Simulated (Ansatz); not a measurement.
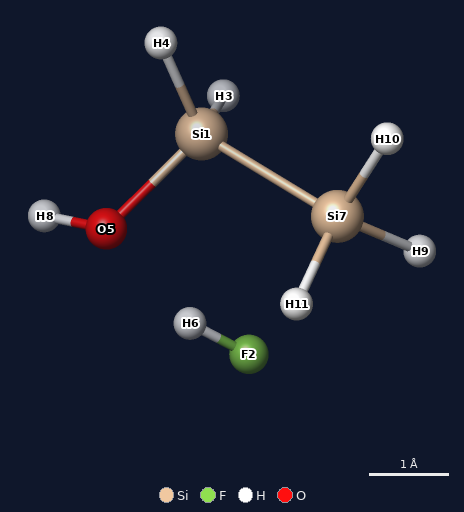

Starting structure of Si₂H₇OF. Style: ball-and-stick. Shown at a tilt.

The run prepares an end point of a later path (reaction) calculation, from a guessed geometry.

The calculation used UKS B3LYP/def2-SVP in Ansatz.

Input
```yaml
crystal:
  periodic: [false, false, false]
  atoms:
    - { symbol: Si, position_ang: [-0.714595, 0.685774, 0.45186] }
    - { symbol: F, position_ang: [0.142964, -2.100865, -0.18098] }
    - { symbol: H, position_ang: [-2.132758, 0.353408, 0.118178] }
    - { symbol: H, position_ang: [-0.699213, 2.075438, 1.000696] }
    - { symbol: O, position_ang: [-0.145112, -0.380863, 1.663164] }
    - { symbol: H, position_ang: [0.210178, -1.587868, 0.584558] }
    - { symbol: Si, position_ang: [0.7526, 0.379556, -1.235866] }
    - { symbol: H, position_ang: [-0.706436, -0.546674, 2.431749] }
    - { symbol: H, position_ang: [0.226845, -0.486707, -2.321307] }
    - { symbol: H, position_ang: [1.025048, 1.729157, -1.832228] }
    - { symbol: H, position_ang: [2.040477, -0.120457, -0.680026] }
magnetization:
  spin_polarized: true
basis:
  gaussian: { orbitals: def2-SVP }
hamiltonian:
  xc: b3lyp
relax:
  f_tol: 0.03
  max_steps: 50
output:
  orbitals: {}
```

Run as
```bash
ansatz run input.yaml --threads 4 --pin off --max-ram 5120MiB --backend cpu --events-out ev --progress --plain --runs-dir out
```

What does the optimiser find from here?

The largest move after the best rigid fit is that of F2, 0.66 Å. Largest moves by element: F 0.66 Å, H 0.57 Å, O 0.47 Å, Si 0.11 Å. Some distances before and after: Si1–Si7 2.257 → 2.353 Å, F2–H6 0.924 → 0.947 Å, Si1–O5 1.712 → 1.706 Å. Bond angles that change, for instance: O5–Si1–Si7 103.2° → 107.2°, H3–Si1–Si7 114.8° → 112.0°. Groups turn about Si1–Si7 by about 30°. Over 19 accepted moves (20 points after the start) the energy falls by 3.93 kcal/mol. Largest force component: 1.4 eV/Å at the start, 0.025 eV/Å at the end. The line search rejected the trial step at point 16 of the run. The forces were under the threshold at step 7, but the run went on from there.

History of the run:

```
step  E − E(0), kcal/mol  largest force component, eV/Å      note
   0                0.00                         1.4171          
   1               -3.37                         0.2011          
   2               -3.61                         0.1134          
   3               -3.69                         0.0716          
   4               -3.71                         0.0921          
   5               -3.77                         0.0358          
   6               -3.77                         0.1291          
   7               -3.83                         0.0255          
   8               -3.84                         0.0888          
   9               -3.85                         0.0759          
  10               -3.86                         0.0426          
  11               -3.88                         0.0582          
  12               -3.88                         0.0950          
  13               -3.89                         0.0719          
  14               -3.89                         0.0412          
  15               -3.90                         0.0695          
  16               -3.90                         0.1131  rejected
  17               -3.91                         0.0538          
  18               -3.92                         0.1182          
  19               -3.92                         0.0499          
  20               -3.93                         0.0252
```

The structure at the end:

```xyz
11

Si   -0.6901    0.7704    0.5074
F     0.7232   -2.2819    0.0737
H    -2.1195    0.9247    0.0939
H    -0.3161    1.9928    1.2834
O    -0.5413   -0.5951    1.5190
H     0.2550   -1.8175    0.7536
Si    0.7301    0.4261   -1.3374
H    -1.0973   -0.6512    2.3064
H     0.2143   -0.6423   -2.2317
H     0.7225    1.7233   -2.0851
H     2.1192    0.1504   -0.8835
```

The end point in the same view:

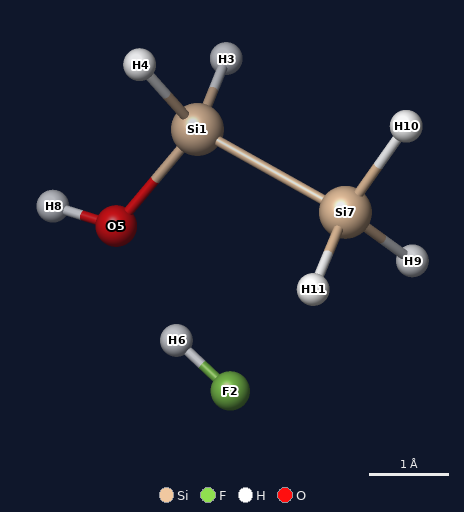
